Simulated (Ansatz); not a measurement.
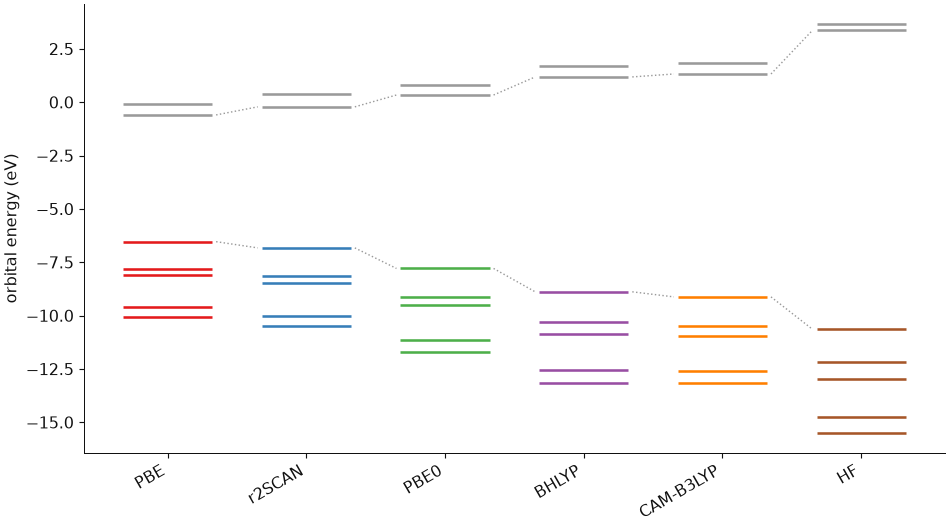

Frontier orbital energies of CH₅FSSi, SMILES C[Si@@H](F)S at one geometry, def2-TZVPP, the Ansatz code, at a PBE0-D4/def2-TZVP geometry (a minimum by its frequencies). Empty levels are grey, levels within 0.1 eV stand side by side; all columns show the same few orbitals around the gap. Dotted lines join the HOMOs and the LUMOs.

Question: Compare the HOMO-LUMO separations.

Answer: The separation grows from 5.94 eV (PBE) to 14.02 eV (HF).

| level | HOMO (eV) | LUMO (eV) | separation (eV) |
| --- | --- | --- | --- |
| PBE | −6.53 | −0.59 | 5.94 |
| r2SCAN | −6.82 | −0.21 | 6.61 |
| PBE0 | −7.79 | 0.34 | 8.13 |
| BHLYP | −8.88 | 1.19 | 10.07 |
| CAM-B3LYP | −9.12 | 1.33 | 10.45 |
| HF | −10.64 | 3.38 | 14.02 |

Caveats, for all or some of the runs: empty levels above zero depend strongly on the basis.
